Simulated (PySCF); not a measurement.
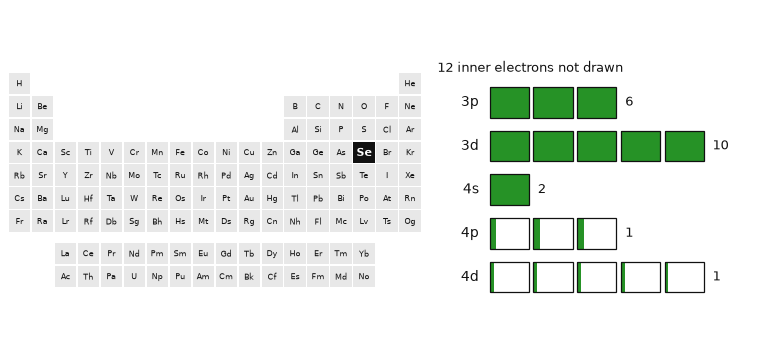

Left, the place of selenium in the periodic table; right, the outer shells of the nominal configuration: a box for each of the 2l + 1 orbitals, shaded by the share of the shell that is filled, with the electron count at the right.

# Se²⁺: atomic calculation

- system: Se²⁺, configuration 1s2 2s2 2p6 3s2 3p6 3d10 4s2 4p1 4d1, multiplicity 3.
- method: unrestricted M06-2X, x2c-TZVPPall plus 1 even-tempered diffuse shell per l, spin-free X2C-1e, Gaussian nucleus (PySCF)

Input file:
```python
from pyscf import gto, scf, dft, mp, cc
import basis_set_exchange as bse
mol = gto.M(atom="Se 0 0 0", charge=2, spin=2, symmetry="D2h",
            basis=gto.basis.parse(bse.get_basis("x2c-TZVPPall", elements=["Se"], fmt="nwchem", augment_diffuse=1)),
            nucmod="G")
mf = dft.UKS(mol, xc="M062X").sfx2c1e()
mf.irrep_nelec = {'Ag': (6, 6), 'B1g': (1, 1), 'B2g': (2, 1), 'B3g': (1, 1), 'B1u': (2, 2), 'B2u': (3, 2), 'B3u': (2, 2)}
mf.kernel()
```

The script is an equivalent of what the driver set up; the driver started from orbitals of its own, so the log can be shorter than this script's would be, and it computed the properties (radii, ⟨L²⟩, response) afterwards. It held the occupations shell by shell, which the script's counts by irreducible representation don't always enforce.

Hardware: 1 CPU thread, shared host.

Log (extracts):
```
damping factor = 0
level_shift factor = 0
DIIS = <class 'pyscf.scf.diis.CDIIS'>
diis_start_cycle = 1
diis_space = 10
diis_damp = 0
SCF conv_tol = 1e-09
SCF conv_tol_grad = None
number electrons alpha = 17  beta = 15
XC functionals = M062X
    Y. Zhao and D. G. Truhlar.,  Theor. Chem. Acc. 120, 215 (2008)
    Y. Zhao and D. G. Truhlar.,  Theor. Chem. Acc. 120, 215 (2008)
cycle= 1 E= -2428.21583094842  delta_E= -0.00602  |g|= 0.0247  |ddm|= 0.165
cycle= 2 E= -2428.21599159704  delta_E= -0.000161  |g|= 0.0153  |ddm|= 0.0266
cycle= 3 E= -2428.21602152802  delta_E= -2.99e-05  |g|= 0.00128  |ddm|= 0.00668
cycle= 4 E= -2428.21602356967  delta_E= -2.04e-06  |g|= 0.000188  |ddm|= 0.00369
cycle= 5 E= -2428.21602361499  delta_E= -4.53e-08  |g|= 0.000105  |ddm|= 0.000609
cycle= 6 E= -2428.21602370558  delta_E= -9.06e-08  |g|= 0.00029  |ddm|= 0.000439
cycle= 7 E= -2428.21602367766  delta_E= 2.79e-08  |g|= 0.000988  |ddm|= 0.000112
cycle= 8 E= -2428.21602361842  delta_E= 5.92e-08  |g|= 0.000103  |ddm|= 0.00031
cycle= 9 E= -2428.21602361542  delta_E= 3e-09  |g|= 8.67e-05  |ddm|= 8.14e-05
cycle= 10 E= -2428.21602361441  delta_E= 1.01e-09  |g|= 8.59e-05  |ddm|= 2.81e-05
[... 40 cycles left out ...]
SCF not converged.
SCF energy = -2428.21602362832 after 50 cycles  <S^2> = 2.0021376  2S+1 = 3.0014247

damping factor = 0
level_shift factor = 0.3
DIIS = <class 'pyscf.scf.diis.CDIIS'>
diis_start_cycle = 1
diis_space = 10
diis_damp = 0
SCF conv_tol = 1e-09
SCF conv_tol_grad = None
number electrons alpha = 17  beta = 15
XC functionals = M062X
    Y. Zhao and D. G. Truhlar.,  Theor. Chem. Acc. 120, 215 (2008)
    Y. Zhao and D. G. Truhlar.,  Theor. Chem. Acc. 120, 215 (2008)
[... 40 cycles left out ...]
cycle= 41 E= -2428.21602365244  delta_E= -9.05e-09  |g|= 0.000709  |ddm|= 5.49e-05
cycle= 42 E= -2428.21602364508  delta_E= 7.36e-09  |g|= 0.000352  |ddm|= 3.29e-05
cycle= 43 E= -2428.21602364495  delta_E= 1.33e-10  |g|= 0.000349  |ddm|= 8.01e-06
cycle= 44 E= -2428.21602364878  delta_E= -3.83e-09  |g|= 0.000265  |ddm|= 0.000107
cycle= 45 E= -2428.21602365046  delta_E= -1.67e-09  |g|= 0.000274  |ddm|= 2.17e-05
cycle= 46 E= -2428.2160236502  delta_E= 2.56e-10  |g|= 0.00025  |ddm|= 9.25e-06
cycle= 47 E= -2428.2160236421  delta_E= 8.1e-09  |g|= 9.26e-05  |ddm|= 9.22e-05
cycle= 48 E= -2428.21602364432  delta_E= -2.22e-09  |g|= 0.000329  |ddm|= 2.91e-05
cycle= 49 E= -2428.21602364932  delta_E= -5e-09  |g|= 0.000613  |ddm|= 3.42e-05
cycle= 50 E= -2428.21602366513  delta_E= -1.58e-08  |g|= 0.00107  |ddm|= 5.45e-05
cycle=
```

Outcome:

| quantity | value |
| --- | --- |
| outcome | not converged |
| total energy | −2428.2160 hartree |
| ⟨S²⟩ | 2.002 |
| ⟨L²⟩ | 8.01 |
| SCF iterations | 170 |
| CPU time | 31 s (integrals apart) |

What went wrong:

The run did not meet its convergence test in 170 iterations, so its last values are not results. This is not the ground configuration of the species. ⟨L²⟩ departs from that of the intended term, so the determinant mixes terms.
